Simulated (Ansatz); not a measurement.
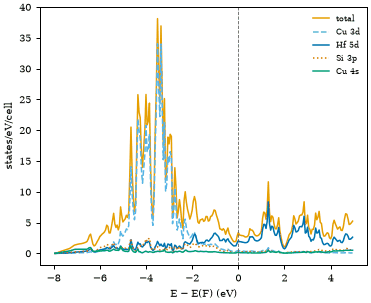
Figure: Total and projected density of states of Hf3Cu4Si2 in space group P-62m (No. 189; Hf on 3g, Si on 2c, Cu on 3f, Cu on 1b), the program Ansatz at the r²SCAN level (PAW)

### Question
Which orbitals carry the states next to the Fermi level?

### Answer
Within 0.5 eV of the Fermi level: Hf 5d 63 %, Cu 3d 14 %, Si 3p 9 %, outside the projected shells 8 %. Projections are on Löwdin-orthogonalised atomic valence shells; empty p or d shells of many metals are not among them.

### Question
Where is the tallest occupied peak in this window, and what makes it?

### Answer
Near -3.5 eV, about 38 states/eV per cell; the largest projected share is Cu 3d.

The first step of the workflow began from a Materials Project structure, measured or hypothetical; the Crystallography Open Database copy checked does not list it. Whether it is the stable phase at ambient conditions was not checked. The r²SCAN relaxation kept the symmetry of its start; whether a distortion lowers the energy is not shown. No spin polarisation was allowed. Spin–orbit coupling is left out wherever it is not named.

Potentials: the later of the program's two PAW sets.
